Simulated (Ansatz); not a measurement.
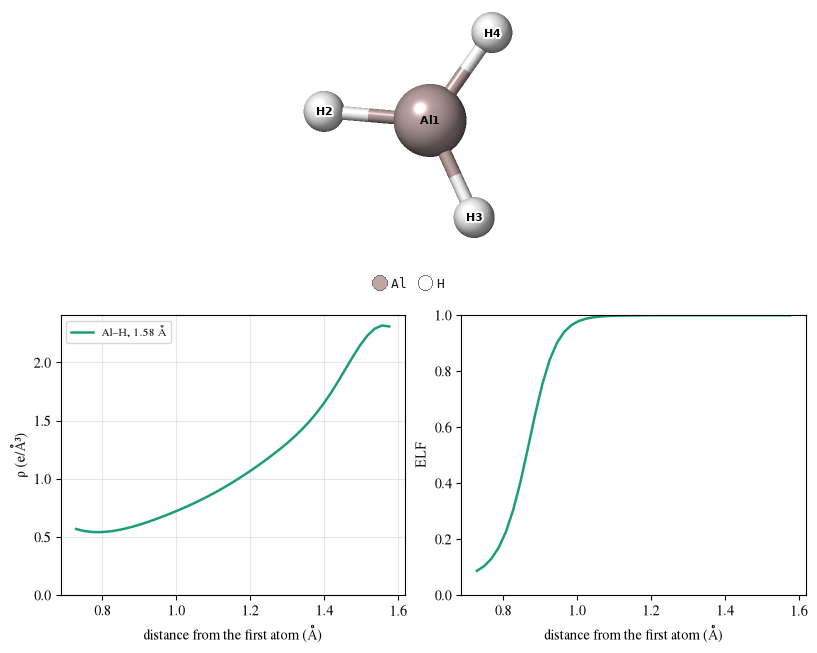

*AlH₃ (SMILES [AlH3]). Electron density and electron localisation function along straight lines between neighbouring atoms. The curves leave out the atomic cores. The structure is drawn too.*

All numbers below come from RKS BHLYP/def2-SVP in Ansatz.

The calculation's input:

```
crystal:
  periodic: [false, false, false]
  atoms:
    - { symbol: Al, position_ang: [0.0439, -0.056, 0.0094] }
    - { symbol: H, position_ang: [0.6309, 0.6899, 1.2802] }
    - { symbol: H, position_ang: [-1.3943, -0.8404, 0.1215] }
    - { symbol: H, position_ang: [0.775, 0.1462, -1.4314] }
basis:
  gaussian: { orbitals: def2-SVP }
hamiltonian:
  xc: { name: BHLYP }
relax:
  f_tol: 0.02
  max_steps: 40
scf:
  lower_state_search: "off"
output:
  orbitals: {}
```

Run with:

```sh
ansatz run input.yaml --threads 1 --pin off --max-ram 2048MiB --backend cpu --events-out ev --progress --plain --runs-dir out
```

The fields are those of the relaxed geometry.

What can be read from the curves?

Al–H (1.58 Å): the density is about 0.54 e/Å³ at the midpoint; the ELF climbs to about 1 towards the hydrogen.
